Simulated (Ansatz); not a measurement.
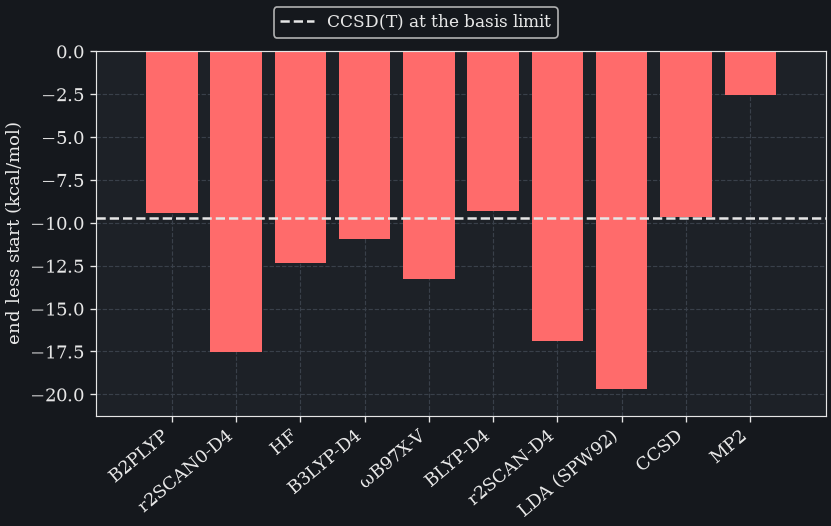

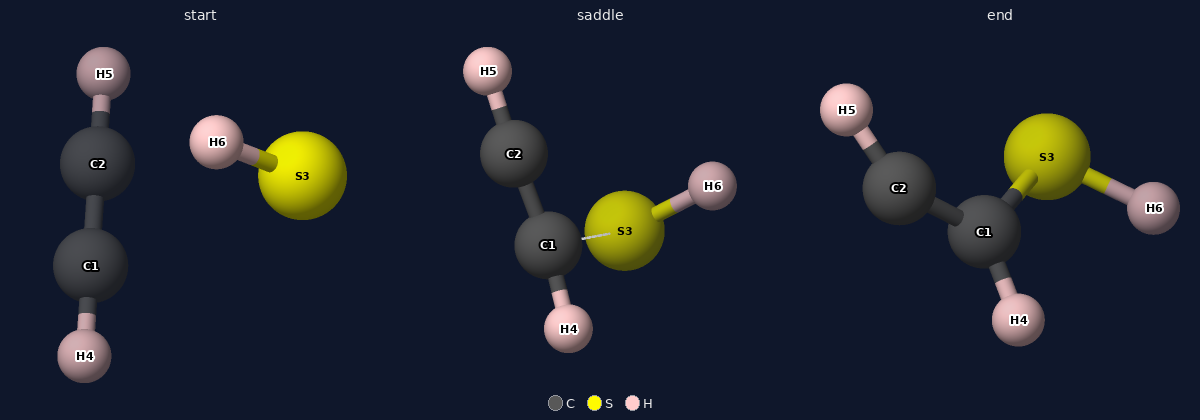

Energy change in one step of C₂H₃S, doublet at several levels. In the step C1–S3 (2.94 → 2.44 → 1.77 Å) forms (lengths at start, saddle and end; changes of bond order aren't listed). Electronic energies at PBE0-D4/def2-TZVP geometries, energies in def2-TZVPP, the Ansatz code 0.2.0; cores frozen in correlated methods, no zero-point terms. Start and end are the structures at the ends of the path (complexes, where there are several molecules). The line is the MP2 basis limit plus CCSD(T) less MP2 in triple zeta. B2PLYP holds a correlation term that converges slowly with the basis, so part of the distance to the limit is basis error. No dispersion term is added to B2PLYP. The distance of CCSD and MP2 to the limit includes basis error.

**Which level comes closest to the line (CCSD(T) at the basis limit), and which misses most?**

Closest CCSD (−9.6 kcal/mol), against −9.7 kcal/mol; farthest LDA (SPW92) (−19.7 kcal/mol).

**What range do the values span, the line included?**

From −19.7 kcal/mol (LDA (SPW92)) to −2.5 kcal/mol (MP2).

Caveats, for all or some of the runs: spin-contaminated reference.
